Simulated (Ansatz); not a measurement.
Starting cell, MoSi2 (MoSi2 type, space group I4/mmm):

```yaml
crystal:
  lattice:
    - [-1.60086, 1.60086, 3.90929]
    - [1.60086, -1.60086, 3.90929]
    - [1.60086, 1.60086, -3.90929]
  atoms:
    - { symbol: Mo, position: [0.00000, 0.00000, 0.00000] }
    - { symbol: Si, position: [0.33530, 0.33530, 0.00000] }
    - { symbol: Si, position: [0.66470, 0.66470, 0.00000] }
```

In each cell atom 2 (Si, nearest neighbour Si at 2.575 Å; its periodic images, 3.2 Å or more away, move with it) moves by s·(0.000, 0.000, 1.000) (towards the nearest neighbour), the rest being held.

These are r2SCAN (plane waves to 500 eV, PAW, scalar-relativistic; Ansatz, a first-principles code) values and carry that method's errors. k mesh 12×12×12 (Γ-centred), Fermi-Dirac smearing 0.05 eV. E stands for the smeared free energy. With partly filled bands, energies and forces of such displacements shift with the k mesh and the smearing. MoSi2 is run without spin polarisation. MoSi2 was relaxed with its symmetry unable to fall. ΔE is measured from the undisplaced structure.

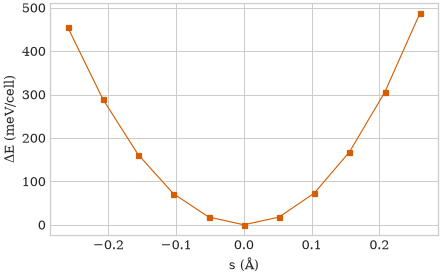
ΔE (meV/cell) against s (Å); markers are the computed points, lines only join them.

Q: Is the energy the same for displacements of ±0.260 Å, and if not, which side lies higher?

A: Not even: the positive side lies higher at ±0.260 Å.

Q: What is the energy change at s = 0.260 Å?

A: About 490 meV/cell.

(A displaced cell: forces are minus the slopes of the energy, force constants its curvatures, and phonons follow from these.)
